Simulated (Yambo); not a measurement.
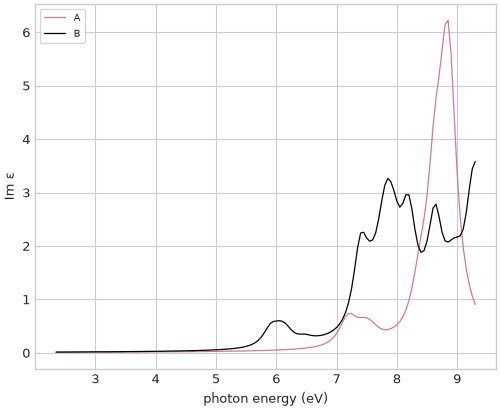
Figure: Two computed absorption spectra of Sr2NO6H3 (space group P-62m, No. 189) (Yambo, LDA bands with the same scissor, field along x)

Axes are Cartesian, with cell vectors (Å) (6.70, 0.00, 0.00), (-3.35, 5.81, 0.00), (0.00, 0.00, 3.59).

Task: Which curve includes the electron-hole attraction (BSE), and where are its main peaks?

Result: Curve B: the attraction moves weight to lower energy (centre of the plotted range 8.0 eV against 8.4 eV). Its peaks lie at 6.0 eV, 7.8 eV, 8.7 eV, 9.3 eV. Settings: 3×3×6 mesh, 14 valence and 10 conduction bands, static screening with 83 bands and a 3 Ry block, scissor 3.73 eV, Tamm-Dancoff. The scissor comes from a G0W0 run whose convergence isn't established. Broadening 0.15 eV. The band window holds all transitions up to 12.9 eV. Fine structure above the onset can come from the mesh.

Geometry of the Materials Project entry, not relaxed at this level; primitive cell a = 6.7043 Å, b = 6.7043 Å, c = 3.5915 Å, α = 90.00°, β = 90.00°, γ = 120.00°.
